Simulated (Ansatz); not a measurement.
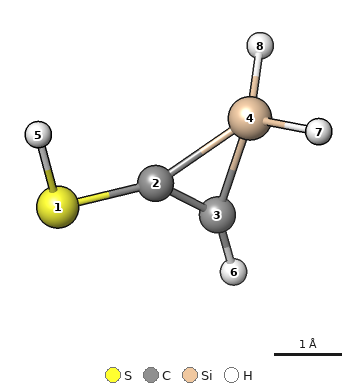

This is the input geometry for a relaxation of C2H4SSi (coarse preliminary run). A ball-and-stick model, seen at a tilt.

The start comes from a force field.

Level of theory: RKS PBE-D4/def2-SVP in Ansatz.

Input
```yaml
crystal:
  periodic: [false, false, false]
  atoms:
    - {symbol: S, position_ang: [-0.547200, 2.080800, 0.178300]}
    - {symbol: C, position_ang: [-0.091300, 0.566400, 0.201200]}
    - {symbol: C, position_ang: [0.523300, -0.249100, 0.968500]}
    - {symbol: Si, position_ang: [0.098500, -0.973000, -0.566200]}
    - {symbol: H, position_ang: [-1.191400, 2.134600, -1.051800]}
    - {symbol: H, position_ang: [1.042700, -0.297700, 1.927000]}
    - {symbol: H, position_ang: [1.228600, -1.318500, -1.397000]}
    - {symbol: H, position_ang: [-0.971100, -2.000500, -0.315800]}
basis:
  gaussian: {orbitals: def2-SVP}
hamiltonian: {xc: pbe, dispersion: d4}
relax: {f_tol: 0.03, max_steps: 200}
```

**Where does the relaxation end?**

Over 4 accepted moves (5 points after the start) the energy falls by 103.2 kJ/mol. Largest force component: 5.6 eV/Å at the start, 0.023 eV/Å at the end. The line search rejected the trial step at point 3 of the run. The atom that moves furthest after the best rigid fit is H8 (0.23 Å). By element the largest moves are H 0.23 Å, Si 0.20 Å, S 0.15 Å, C 0.12 Å. Near-neighbour distances that change, for instance: S1–C2 1.582 → 1.737 Å, C2–Si4 1.731 → 1.845 Å, C3–Si4 1.749 → 1.828 Å, C2–C3 1.277 → 1.354 Å. Bond angles that change, for instance: C3–Si4–H8 108.0° → 122.3°, H7–Si4–H8 119.3° → 111.3°, C3–Si4–H7 114.4° → 122.3°.

The structure at the end:

```xyz
8

S    -0.6154    2.2170    0.1956
C    -0.0683    0.5682    0.2045
C     0.6036   -0.2363    1.0623
Si    0.1533   -1.1367   -0.4638
H    -1.1843    2.1958   -1.0429
H     1.0554   -0.1536    2.0614
H     1.1464   -1.4128   -1.5555
H    -0.9986   -2.0987   -0.5173
```

After the run, drawn alike:

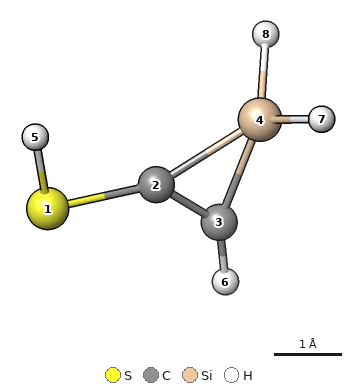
